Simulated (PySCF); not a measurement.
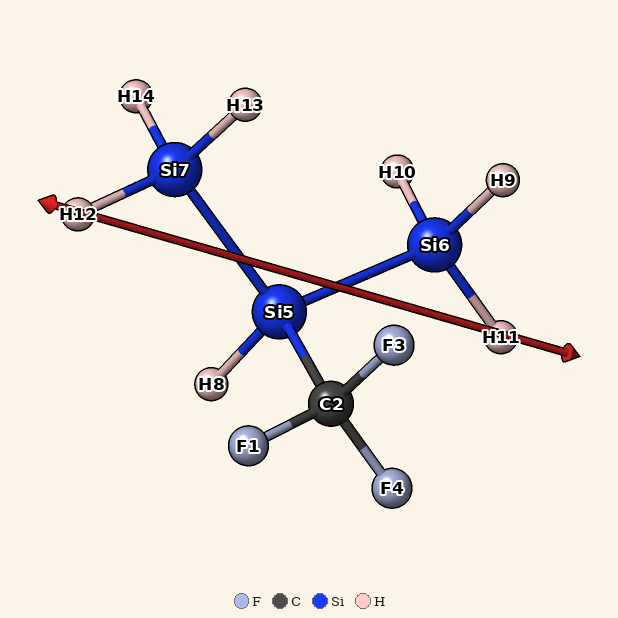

The double arrow shows the direction of the transition dipole to excited singlet state 9 (its length means nothing). The geometry was computed by an optimisation with PBE0-D3(BJ)/def2-SVP. No frequency run is at hand to confirm it as a minimum. Level of theory: TDDFT CAM-B3LYP/def2-SVPD, vertical, gas phase, core orbitals frozen in the response (PySCF 2.14.0).

Give its energy, strength and character.

8.20 eV (151 nm), oscillator strength 0.41, mainly HOMO−1 → LUMO+2 (weight 0.57); transition dipole 3.64 D.
